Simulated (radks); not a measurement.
System: the Ag³⁺ ion, configuration [Kr] 4d8 (both spins equally filled). Theory: scalar-relativistic Kohn-Sham, LDA (Slater exchange, Perdew-Wang correlation), spin-polarised, spherical densities, finite nucleus (computed with the in-house radial solver radks).

```
Z 47
configuration [Ar] 3d10 4s2 4d4 4d4 4p3 4p3
relativity scalar-relativistic
functional lda,pw
spin polarised
nucleus finite rms 4.5454 fm
c 137.035999084
```

Launched within a batch that task.json describes:
```bash
python run_ks.py task.json out
```

Wanted: the electron density ρ(r) on a logarithmic scale.

The density falls from 97000 electrons/bohr³ at the inner end (r = 0.0011 bohr) to 0.001 at r = 3.08 bohr, a common measure of the size of an atom or ion. The highest occupied orbital, 4d (⟨r⟩ = 1.25 bohr, −44.0 eV), is also the most diffuse and sets the fall-off far out: over the last part drawn ln ρ falls by 3.4 per bohr, against 2√(−2ε) = 3.6 for the pure exponential. The steps in the slope mark the shells; the radial density has its minima at 0.043, 0.19 and 0.65 bohr.

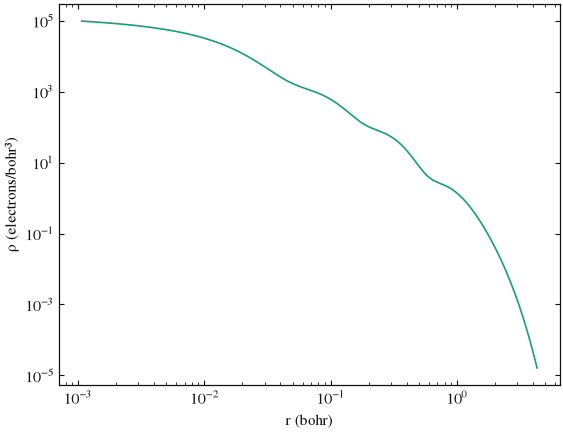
